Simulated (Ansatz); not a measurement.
# Is CuBW in the AlB2 type a stable metal?

Question: is the lattice of CuBW in the AlB2 type stable, and if so, what are its coupling constant and resistivity?

Program: Ansatz 0.2.0. Level of theory: DFT PBE, scalar-relativistic, plane waves, PAW; PAW set soft_1. Results are calculated unless marked as measured.

The structure was built from a prototype and need not be the compound's stable phase.

**1. Starting point**

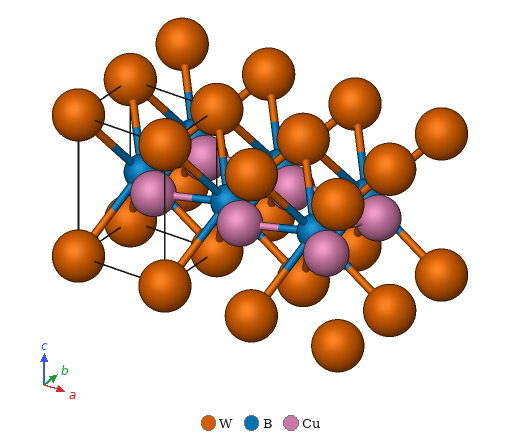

The starting structure, seen slightly off an axis (tungsten orange, boron blue, copper pink). 3×2×1 cells are drawn. Bonds to atoms that aren't drawn are left out. Some periodic images of atoms are drawn too.

**2. Relaxation**

The structure is brought to rest under this functional.

input.yaml reads:

```yaml
crystal:
  lattice:
    - [3.36147, 0.0, 0.0]
    - [-1.68073, 2.91112, 0.0]
    - [0.0, 0.0, 3.52954]
  atoms:
    - { symbol: W, position: [0.0, 0.0, 0.0] }
    - { symbol: B, position: [0.33333333, 0.66666667, 0.5] }
    - { symbol: Cu, position: [0.66666667, 0.33333333, 0.5] }
kpoints:
  mp_grid: { grid: [12, 12, 8] }
hamiltonian:
  xc: pbe
  pseudopotentials: { kind: paw, azcp: { folder: soft_1 } }
scf:
  occupations: { method: gaussian, width: 0.1 }
output:
  forces: true
  stress: true
  eigenvalues: true
relax:
  adjacent_minimum: "off"
  f_tol: 0.005
  max_steps: 80
  cell: { stress_tol: 0.05 }
```

Started as:

```bash
> ansatz run input.yaml --threads 4 --pin off --max-ram 12288MiB --backend cpu --events-out ev --progress --plain --runs-dir out
```

Numbers of over 12 decimals in the logs are rounded to 6 here.

Log:

```text
Engine: ansatz 0.2.0, aarch64-unknown-linux-gnu
Pseudopotentials: kind: paw
Pseudopotential: W, paw, valence charge 14, recommended cutoff 420 eV (normal), soft_1/W.paw.azcp
Pseudopotential: B, paw, valence charge 3, recommended cutoff 420 eV (normal), soft_1/B.paw.azcp
Pseudopotential: Cu, paw, valence charge 19, recommended cutoff 420 eV (normal), soft_1/Cu.paw.azcp
Functional definition: PBE
  parameter kappa = 0.804
  parameter beta = 0.066725
  exchange = pbe_x(kappa = kappa, mu = beta*pi^2/3)
  correlation = pbe_c(beta = beta)
Crystal: 3 atoms, lattice volume = 34.539 Å³
Basis set: ecut = 420 eV, 647 PW (Γ), exchange–correlation on 48×48×48 points (8 copies of the dense FFT grid, shifted against one another)
Bands: 22, of which v1, the nominal top of the filled ones, is band 18 counted from 1 (17 counted from 0)
Symmetry: 12 space group operations
Space group: P-6m2 (ITA 187), of the structure as read, at distance tolerance 3.3e-5 Å
k-points: 95 of 1152 (time reversal used)
Non-local potential: W, projectors of the file, l = 0: 3, l = 1: 2, l = 2: 2, l = 3: 1
Non-local potential: B, projectors of the file, l = 0: 2, l = 1: 2, l = 2: 1
Non-local potential: Cu, projectors of the file, l = 0: 3, l = 1: 2, l = 2: 3, l = 3: 1
PAW form: soft (Blöchl's): semilocal exchange-correlation on the pseudo side does not see the compensation charge
PAW one-centre angular grid: W, 590 points (default); XC on 64 Gauss nodes
PAW one-centre angular grid: B, 110 points (default); XC on 64 Gauss nodes
PAW one-centre angular grid: Cu, 590 points (default); XC on 64 Gauss nodes
Initial density: superposition of atomic densities (chi_scale 0.1, normalization cell, long waves kept (reshape's long-wave potential 0.00 eV rms))
Initial wavefunctions: pseudopotential atomic-orbital guess
Functional: x = pbe(κ = 0.804, μ = 0.219515), c = pbe(β = 0.066725)
SCF iter   1: F=—  HF=-17168.730060 eV  |F-HF|=—  |Δ(HF+E_count)|=         —  Δρ=1.97e-1  dr2=1.27e1  ethr=3.10e-3  ⟨swp⟩=4.0  Hψ=7567  notcnv=0
preconditioner: auto → none  [metal: Δε(μ)=0.049 eV  Ē_g=7.317 eV  σ=0.100 eV  W_gap=0.27  n_scr=8 (ndim 8)  ℏωp=28.3 eV  f_vac=0.000  D(μ)=0.42/eV (n_scr^D=0)  sad-step TF]
SCF iter   2: F=—  HF=-17167.155476 eV  |F-HF|=—  |Δ(HF+E_count)|=    1.57e0  Δρ=8.70e-2  dr2=4.70e0  ethr=3.10e-3  ⟨swp⟩=2.0  Hψ=4710  notcnv=0
SCF iter   3: F=—  HF=-17166.103017 eV  |F-HF|=—  |Δ(HF+E_count)|=    1.05e0  Δρ=5.62e-2  dr2=6.45e-1  ethr=3.10e-3  ⟨swp⟩=2.8  Hψ=4121  notcnv=0
SCF iter   4: F=—  HF=-17165.983392 eV  |F-HF|=—  |Δ(HF+E_count)|=   1.20e-1  Δρ=3.97e-3  dr2=1.67e-3  ethr=1.79e-3  ⟨swp⟩=2.0  Hψ=3513  notcnv=0
SCF iter   5: F=—  HF=-17165.989701 eV  |F-HF|=—  |Δ(HF+E_count)|=   6.31e-3  Δρ=2.87e-3  dr2=1.86e-3  ethr=4.64e-6  ⟨swp⟩=2.0  Hψ=3874  notcnv=0
SCF iter   6: F=—  HF=-17165.989605 eV  |F-HF|=—  |Δ(HF+E_count)|=   9.53e-5  Δρ=5.97e-4  dr2=1.15e-4  ethr=4.64e-6  ⟨swp⟩=2.0  Hψ=3015  notcnv=0
SCF iter   7: F=—  HF=-17165.989517 eV  |F-HF|=—  |Δ(HF+E_count)|=   8.87e-5  Δρ=9.92e-5  dr2=3.11e-6  ethr=3.18e-7  ⟨swp⟩=2.0  Hψ=3802  notcnv=0
SCF iter   8: F=—  HF=-17165.989512 eV  |F-HF|=—  |Δ(HF+E_count)|=   4.51e-6  Δρ=1.39e-5  dr2=7.27e-8  ethr=2.78e-10  ⟨swp⟩=3.0  Hψ=8088  notcnv=0
SCF iter   9: F=-17165.989512 eV  HF=-17165.989512 eV  |F-HF|=9.82e-11  |Δ(HF+E_count)|=   8.41e-9  Δρ=1.80e-6  dr2=6.06e-10  ethr=2.02e-10  ⟨swp⟩=2.1  Hψ=6940  notcnv=0
SCF 1 converged in 9 iterations: F = -17165.989512 eV  dr2 = 6.06e-10
  greatest PAW one-centre occupation: 0.999 electrons in one spin orbital (limit 2), on the W atom at site 0 (counted from 0), in its partial waves of l = 0
relax step   1: F+E_penalty+E_count = -17165.98951211 eV  Δ(F+E_penalty+E_count) = +0.000e0 eV  max|allowed force component| = 6.168e-17 eV/Å  Δτ_max = 0.0000 Å  P = -5.984 GPa  Ω = 34.539 Å³  (9 SCF iters, dr2 threshold 1.00e-7 eV, accepted)
Crystal: 3 atoms, lattice volume = 33.205 Å³
Basis set: ecut = 420 eV, 635 PW (Γ), exchange–correlation on 48×48×48 points (8 copies of the dense FFT grid, shifted against one another)
Initial density: handed on by an earlier stage of this run
Initial wavefunctions: those handed on with the density
iter 1 solved again at ethr=8.66e-5 eV; its pass at ethr=3.10e-3 eV (dr2=3.12e-2 eV) is discarded
SCF iter   1: F=—  HF=-17166.137537 eV  |F-HF|=—  |Δ(HF+E_count)|=         —  Δρ=1.12e-2  dr2=3.17e-2  ethr=8.66e-5  ⟨swp⟩=1.0  Hψ=10710  notcnv=0
preconditioner: auto → none  [insulator: Δε(μ)=0.125 eV  Ē_g=7.336 eV  σ=0.100 eV  W_gap=0.51  n_scr=8 (ndim 8)  ℏωp=28.8 eV  f_vac=0.000  D(μ)=0.35/eV (n_scr^D=0)  ε∞_Penn≈16.4]
SCF iter   2: F=—  HF=-17166.132646 eV  |F-HF|=—  |Δ(HF+E_count)|=   4.89e-3  Δρ=2.92e-3  dr2=9.96e-4  ethr=8.66e-5  ⟨swp⟩=2.1  Hψ=2751  notcnv=0
SCF iter   3: F=—  HF=-17166.132373 eV  |F-HF|=—  |Δ(HF+E_count)|=   2.72e-4  Δρ=1.01e-3  dr2=2.20e-4  ethr=2.77e-6  ⟨swp⟩=2.0  Hψ=3788  notcnv=0
SCF iter   4: F=—  HF=-17166.132406 eV  |F-HF|=—  |Δ(HF+E_count)|=   3.31e-5  Δρ=4.47e-4  dr2=3.42e-5  ethr=6.11e-7  ⟨swp⟩=2.0  Hψ=2433  notcnv=0
SCF iter   5: F=—  HF=-17166.132433 eV  |F-HF|=—  |Δ(HF+E_count)|=   2.65e-5  Δρ=1.72e-4  dr2=9.20e-6  ethr=9.50e-8  ⟨swp⟩=2.0  Hψ=3018  notcnv=0
SCF iter   6: F=-17166.132432 eV  HF=-17166.132433 eV  |F-HF|=1.16e-7  |Δ(HF+E_count)|=   3.43e-7  Δρ=2.30e-5  dr2=1.58e-7  ethr=8.33e-10  ⟨swp⟩=3.1  Hψ=8806  notcnv=0
SCF 2 converged in 6 iterations: F = -17166.132432 eV  dr2 = 1.58e-7
relax step   2: F+E_penalty+E_count = -17166.13243245 eV  Δ(F+E_penalty+E_count) = -1.429e-1 eV  max|allowed force component| = 3.577e-16 eV/Å  Δτ_max = 0.0000 Å  P = +2.789 GPa  Ω = 33.205 Å³  energy of the carried Pulay correction = +9.881e-4 eV  (6 SCF iters, dr2 threshold 3.00e-7 eV, accepted)
Crystal: 3 atoms, lattice volume = 33.188 Å³
iter 1 solved again at ethr=3.00e-5 eV; its pass at ethr=3.10e-3 eV (dr2=1.08e-2 eV) is discarded
SCF iter   1: F=—  HF=-17166.175052 eV  |F-HF|=—  |Δ(HF+E_count)|=         —  Δρ=5.76e-3  dr2=1.12e-2  ethr=3.00e-5  ⟨swp⟩=1.0  Hψ=10706  notcnv=0
preconditioner: auto → none  [metal: Δε(μ)=0.056 eV  Ē_g=7.368 eV  σ=0.100 eV  W_gap=0.30  n_scr=8 (ndim 8)  ℏωp=28.8 eV  f_vac=0.000  D(μ)=0.60/eV (n_scr^D=0)]
SCF iter   2: F=—  HF=-17166.172462 eV  |F-HF|=—  |Δ(HF+E_count)|=   2.59e-3  Δρ=1.85e-3  dr2=1.13e-3  ethr=3.00e-5  ⟨swp⟩=2.0  Hψ=2909  notcnv=0
SCF iter   3: F=—  HF=-17166.172310 eV  |F-HF|=—  |Δ(HF+E_count)|=   1.52e-4  Δρ=9.39e-4  dr2=1.55e-4  ethr=3.13e-6  ⟨swp⟩=2.0  Hψ=3000  notcnv=0
SCF iter   4: F=—  HF=-17166.172273 eV  |F-HF|=—  |Δ(HF+E_count)|=   3.73e-5  Δρ=1.99e-4  dr2=5.79e-6  ethr=4.30e-7  ⟨swp⟩=2.1  Hψ=2917  notcnv=0
iter 5 did not close the SCF: its close was put off for the readings that it lacked (scf_convergence_deferred on its scf_iter line)
SCF iter   5: F=-17166.172275 eV  HF=-17166.172275 eV  |F-HF|=1.38e-7  |Δ(HF+E_count)|=   2.50e-6  Δρ=3.77e-5  dr2=1.22e-7  ethr=1.61e-8  ⟨swp⟩=2.2  Hψ=2890  notcnv=0
SCF iter   6: F=-17166.172275 eV  HF=-17166.172275 eV  |F-HF|=5.49e-10  |Δ(HF+E_count)|=   1.53e-7  Δρ=4.13e-6  dr2=1.92e-9  ethr=3.39e-10  ⟨swp⟩=2.7  Hψ=8121  notcnv=0
SCF 3 converged in 6 iterations: F = -17166.172275 eV  dr2 = 1.92e-9
relax step   3: F+E_penalty+E_count = -17166.17227547 eV  Δ(F+E_penalty+E_count) = -3.984e-2 eV  max|allowed force component| = 2.282e-16 eV/Å  Δτ_max = 0.0000 Å  P = +2.177 GPa  Ω = 33.188 Å³  energy of the carried Pulay correction = +9.042e-4 eV  (6 SCF iters, dr2 threshold 3.00e-7 eV, accepted)
[...]
relax step   4: F+E_penalty+E_count = -17166.17460056 eV  Δ(F+E_penalty+E_count) = -2.325e-3 eV  max|allowed force component| = 5.489e-16 eV/Å  Δτ_max = 0.0000 Å  P = -0.172 GPa  Ω = 33.465 Å³  energy of the carried Pulay correction = +6.559e-4 eV  (6 SCF iters, dr2 threshold 3.00e-7 eV, accepted)
[...]
relax step   5: F+E_penalty+E_count = -17166.17465820 eV  Δ(F+E_penalty+E_count) = -5.765e-5 eV  max|allowed force component| = 3.701e-17 eV/Å  Δτ_max = 0.0000 Å  P = +0.021 GPa  Ω = 33.439 Å³  energy of the carried Pulay correction = +6.748e-4 eV  (6 SCF iters, dr2 threshold 2.92e-7 eV, accepted)
[...]
relax step   6: F+E_penalty+E_count = -17166.17479470 eV  Δ(F+E_penalty+E_count) = -1.365e-4 eV  max|allowed force component| = 4.934e-17 eV/Å  Δτ_max = 0.0000 Å  P = +0.032 GPa  Ω = 33.439 Å³  stress off target by 6.26e-2 GPa  SCF on the basis re-selected at this cell (its energy is not comparable with the rows above)  (6 SCF iters)
[...]
relax step   7: F+E_penalty+E_count = -17166.17479459 eV  Δ(F+E_penalty+E_count) = +1.172e-7 eV  max|allowed force component| = 1.727e-16 eV/Å  Δτ_max = 0.0000 Å  P = +0.002 GPa  Ω = 33.442 Å³  energy of the carried Pulay correction = -3.661e-6 eV  (6 SCF iters, dr2 threshold 9.80e-9 eV, accepted)
iter 1 solved again at ethr=8.75e-9 eV; its pass at ethr=3.10e-3 eV (dr2=3.15e-6 eV) is discarded
SCF iter   1: F=—  HF=-17166.174820 eV  |F-HF|=—  |Δ(HF+E_count)|=         —  Δρ=1.39e-6  dr2=1.79e-10  ethr=8.75e-9  ⟨swp⟩=3.1  Hψ=13695  notcnv=0
SCF iter   2: F=—  HF=-17166.174800 eV  |F-HF|=—  |Δ(HF+E_count)|=   1.99e-5  Δρ=7.27e-7  dr2=7.37e-11  ethr=1.00e-12  ⟨swp⟩=3.0  Hψ=4456  notcnv=0
iter 3 did not close the SCF: its close was put off for the readings that it lacked (scf_convergence_deferred on its scf_iter line)
SCF iter   3: F=-17166.174800 eV  HF=-17166.174800 eV  |F-HF|=1.09e-11  |Δ(HF+E_count)|=  1.82e-11  Δρ=4.29e-7  dr2=1.79e-11  ethr=1.00e-12  ⟨swp⟩=1.0  Hψ=2090  notcnv=0
iter 4 did not close the SCF: its close was put off for the readings that it lacked (scf_convergence_deferred on its scf_iter line)
SCF iter   4: F=-17166.174800 eV  HF=-17166.174800 eV  |F-HF|=7.28e-12  |Δ(HF+E_count)|=  3.27e-11  Δρ=5.49e-8  dr2=7.21e-13  ethr=1.00e-12  ⟨swp⟩=1.0  Hψ=2090  notcnv=0
iter 5 did not close the SCF: its close was put off for the readings that it lacked (scf_convergence_deferred on its scf_iter line)
SCF iter   5: F=-17166.174800 eV  HF=-17166.174800 eV  |F-HF|=3.64e-12  |Δ(HF+E_count)|=  1.09e-11  Δρ=3.28e-8  dr2=2.00e-13  ethr=1.00e-12  ⟨swp⟩=1.0  Hψ=2090  notcnv=0
iter 6 did not close the SCF: its close was put off for the readings that it lacked (scf_convergence_deferred on its scf_iter line)
SCF iter   6: F=-17166.174800 eV  HF=-17166.174800 eV  |F-HF|=7.28e-12  |Δ(HF+E_count)|=  1.09e-11  Δρ=7.32e-9  dr2=2.39e-14  ethr=1.00e-12  ⟨swp⟩=1.0  Hψ=2090  notcnv=0
SCF iter   7: F=-17166.174800 eV  HF=-17166.174800 eV  |F-HF|=3.64e-12  |Δ(HF+E_count)|=    0.00e0  Δρ=4.14e-9  dr2=4.66e-15  ethr=1.00e-12  ⟨swp⟩=2.0  Hψ=5968  notcnv=0
SCF 8 converged in 7 iterations: F = -17166.174800 eV  dr2 = 4.66e-15
relax step   8: F+E_penalty+E_count = -17166.17479969 eV  Δ(F+E_penalty+E_count) = -5.102e-6 eV  max|allowed force component| = 1.542e-16 eV/Å  Δτ_max = 0.0000 Å  P = +0.002 GPa  Ω = 33.442 Å³  stress off target by 2.00e-3 GPa  SCF on the basis re-selected at this cell (its energy is not comparable with the rows above)  (7 SCF iters)
basis re-selected at this cell: Δ(F+E_penalty+E_count) = -5.102e-6 eV, ΔP = +0.000 GPa vs the last step (what re-selecting the basis moved, of the pressure what is left beyond the Pulay correction that the steps carried, after the strain that the cell walked since its last selection, with what the two solves' SCF thresholds leave and, on support functions, any second-order correction that the steps lacked; it is no m [...]
SCF converged after 7 iterations
Free energy (F): -17166.174800 eV
Harris-Foulkes:  -17166.174800 eV  (|F-HF|=3.64e-12)
Internal energy: -17166.171920 eV  (E = F + TS)
E sigma→0 (E₀):  -17166.173360 eV
Entropy (-TS):   -0.002880 eV (-0.960 meV/atom)
Fermi energy:    19.130183 eV
--- Per-component energies (eV) ---
  E_band       = -445.252711
  E_kinetic    = 731.934947
  E_local      = -5700.007886  (includes V_loc(G=0)·N_el)
  E_nonlocal   = 859.818059
  E_hartree    = 2456.367720
  E_xc         = -370.743961
  E_vxc        = -360.860987  (∫ρ·V_xc dr)
  E_paw        = -10461.238620  (= ΣΔE_a)
  E_vpaw       = -888.873454  (= ΣTr[D̂ρ^β])
  E_aug_tail   = 0.001173  (compensation charges beyond the density's cutoff)
  E_ewald      = -4682.303352
  E_smearing   = -0.002880  (= −TS)
  E_closure    = -0.000000  (closes the sum)
  Σ components = -17166.174800   (vs F -17166.174800, Δ=0.00e0)
--- Forces (eV/Å), atoms counted from 1 ---
  atom   1  W      0.00000000     0.00000000     0.00000000
  atom   2  B      0.00000000     0.00000000     0.00000000
  atom   3  Cu    -0.00000000     0.00000000    -0.00000000
  max |Σ_I F_I| component: 3.70e-17 eV/Å
--- Stress (GPa, compression-positive) ---
        0.002001       0.000000       0.000000
        0.000000       0.002001       0.000000
       -0.000000       0.000000       0.000843
  P = ⅓ Tr σ = 0.0016 GPa (0.016 kbar)
--- Band table (eV; the first three rows and the last of 95) ---
  k-point 0: bands = [... 14 lower, 16.8307, 16.8307, 17.3079, 19.3409, 20.1014, 20.1014, 24.0551, 24.1536]
  k-point 1: bands = [... 14 lower, 17.0002, 17.0002, 17.1384, 19.1063, 19.8647, 19.8647, 24.1295, 24.1295]
  k-point 2: bands = [... 14 lower, 16.3489, 17.5445, 17.5445, 19.4487, 19.4726, 19.4726, 23.4477, 23.4477]
  k-point 94: bands = [... 14 lower, 15.3488, 15.9563, 16.2287, 16.5623, 20.8259, 23.1925, 23.3305, 23.5630]
--- Relaxed structure (6 steps of the walk, 6 accepted, 2 SCFs on fresh bases) ---
  F+E_penalty+E_count = -17166.17479969 eV   max|allowed force component| = 1.542e-16 eV/Å   (the final SCF, on the basis selected at the relaxed cell)
  cell:  # Å, volume = 33.4419 Å³
    - [3.451343, -2.9639312088748514e-6, 0]
    - [-1.725669, 2.988952, -2.9514841378927997e-18]
    - [0, -3.578478041644727e-18, 3.241782]
  atoms:
    - { symbol: W, position: [0, 0, 0] }
    - { symbol: B, position: [0.333333, 0.666667, 0.500000] }
    - { symbol: Cu, position: [0.666667, 0.333333, 0.500000] }
```

Run time: 12 s. Hardware: 4 threads of Arm Neoverse V2, shared host; peak memory 0.43 GiB; 46 s of CPU time.

The steps of the relaxation:

```
step  energy less that of the first step (eV)  largest force component (eV/Å)  pressure (GPa)  volume (Å³)
   1                                   0.0000                          0.0000           -5.98        34.54
   2                                  -0.1429                          0.0000            2.79        33.20
   3                                  -0.1828                          0.0000            2.18        33.19
   4                                  -0.1851                          0.0000           -0.17        33.46
   5                                  -0.1851                          0.0000            0.02        33.44
  6*                                  -0.1853                          0.0000            0.03        33.44
   7                                  -0.1853                          0.0000            0.00        33.44
  8*                                  -0.1853                          0.0000            0.00        33.44
```

Relaxation steps marked * repeat the geometry before them on a plane-wave basis chosen anew for their cell, so energy and pressure can jump there.

The run keeps the 12 symmetry operations that it works with, so distortions that break them were not tested.

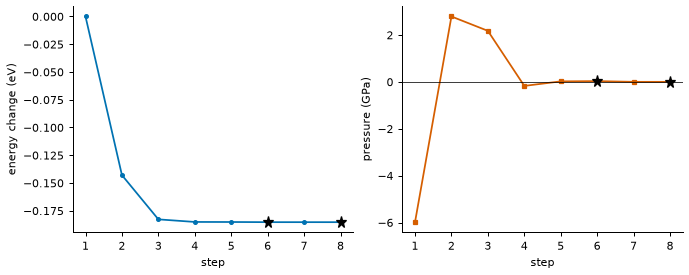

Energy and pressure along the relaxation. Stars mark steps on a basis chosen anew.

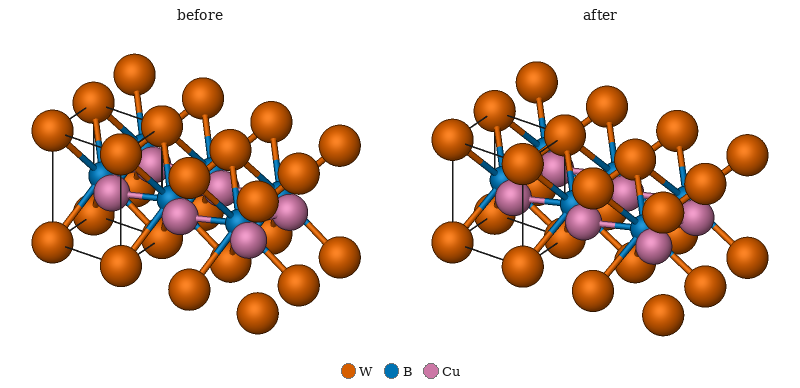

Before and after, at one scale. Bonds to atoms that aren't drawn are left out.

```
conventional cell, symmetrised  before  after  change
                         a (Å)   3.361  3.451  +2.7 %
                         b (Å)   3.361  3.451  +2.7 %
                         c (Å)   3.530  3.242  -8.2 %
              volume (Å³/atom)   11.51  11.15  -3.2 %
```

The relaxed structure:

```xyz
3
Lattice="3.4513 0.0000 0.0000 -1.7257 2.9890 0.0000 0.0000 0.0000 3.2418" Properties=species:S:1:pos:R:3 pbc="T T T"
W     0.0000    0.0000    0.0000
B     0.0000    1.9926    1.6209
Cu    1.7257    0.9963    1.6209
```

Numbers from this step:

```
pressure          : 0.001615 GPa
volume per atom   : 11.15 Å³/atom
metallic on mesh  : yes
gap on the k-mesh : 0 eV
```

The largest force is now zero by symmetry and the largest stress component 0.0020 GPa.

**3. Relaxing tightly for phonons**

No force is left; the cell is relaxed once more with another smearing and tight thresholds.

input.yaml, the sections that differ from step 2:

```yaml
crystal:
  lattice:
    - [3.4513428282, -2.9639e-06, 0.0]
    - [-1.7256688473, 2.9889520484, 0.0]
    - [0.0, 0.0, 3.2417822226]
  atoms:
    - { symbol: W, position: [0.0, 0.0, 0.0] }
    - { symbol: B, position: [0.3333333333, 0.6666666667, 0.5] }
    - { symbol: Cu, position: [0.6666666667, 0.3333333333, 0.5] }
kpoints:
  mp_grid: { grid: [9, 9, 8] }
scf:
  occupations: { method: methfessel_paxton, width: 0.2 }
relax:
  adjacent_minimum: "off"
  f_tol: 0.001
  max_steps: 60
  cell: { stress_tol: 0.01 }
# hamiltonian, output: as in step 2
```

Log:

```text
[the first part of the log is left out]
  E_vxc        = -360.864751  (∫ρ·V_xc dr)
  E_paw        = -10461.232986  (= ΣΔE_a)
  E_vpaw       = -888.861722  (= ΣTr[D̂ρ^β])
  E_aug_tail   = 0.001172  (compensation charges beyond the density's cutoff)
  E_ewald      = -4682.409198
  E_smearing   = 0.001729  (= −TS)
  E_closure    = 0.000000  (closes the sum)
  Σ components = -17166.172750   (vs F -17166.172750, Δ=0.00e0)
[...]
--- Stress (GPa, compression-positive) ---
        0.000246       0.000000       0.000000
        0.000000       0.000246      -0.000000
        0.000000      -0.000000      -0.000885
  P = ⅓ Tr σ = -0.0001 GPa (-0.001 kbar)
--- Band table (eV; the first three rows and the last of 60) ---
[...]
--- Relaxed structure (4 steps of the walk, 4 accepted, 1 SCFs on fresh bases) ---
[...]
cell:  # Å, volume = 33.4394 Å³
    - [3.452194, -2.9646233483624225e-6, 0]
    - [-1.726094, 2.989689, 0]
    - [0, 0, 3.239942]
  atoms:
    - { symbol: W, position: [0, 0, 0] }
    - { symbol: B, position: [0.333333, 0.666667, 0.500000] }
    - { symbol: Cu, position: [0.666667, 0.333333, 0.500000] }
```

Wall time 4.8 s (4 threads); peak memory 0.39 GiB; 17 s of CPU time.

Little changed from the start: no atom moved by 0.005 Å and no cell edge by 0.1 %.

This step gave:

```yaml
pressure: -1.31e-4 GPa
```

The largest force is now zero by symmetry and the largest stress component 8.8e-4 GPa, small enough for phonons.

(Continued in part 2 of 3.)

[Logs are printed without paths, hosts, clocks, repeated set-up lines and the standing remarks that a program may print on its own settings, such as how far it seeks lower states.]

[Hosts, paths, dates, database ids (printed as entryN), source tags and the programs' standing remarks are cut or masked in the printed files.]
